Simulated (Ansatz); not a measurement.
The starting structures come from a database of crystals and need not be the phases stable at ambient conditions.

 Where the default PAW files enter, the runs use the earlier of Ansatz's two default sets.

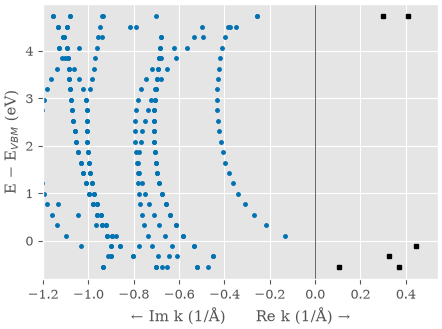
*Complex bands at the centre of the two-dimensional zone; r2SCAN run with Ansatz (a quantum-chemistry and plane-wave program)*

No gap correction and no spin-orbit coupling; mid-gap values are interpolated between computed energies.

Task: This is TiTl2F6 (P-3m1, not sure to be the ambient phase, 9 atoms a cell, 18.4 Å³ an atom, -4 GPa at this level) along the normal of (100). Read off the slowest decay at the centre of the two-dimensional zone at 2.31 eV, the computed energy nearest the middle of the gap.

Result: κ ≈ 0.42 1/Å, a decay length 1/(2κ) of the density of 1.2 Å.
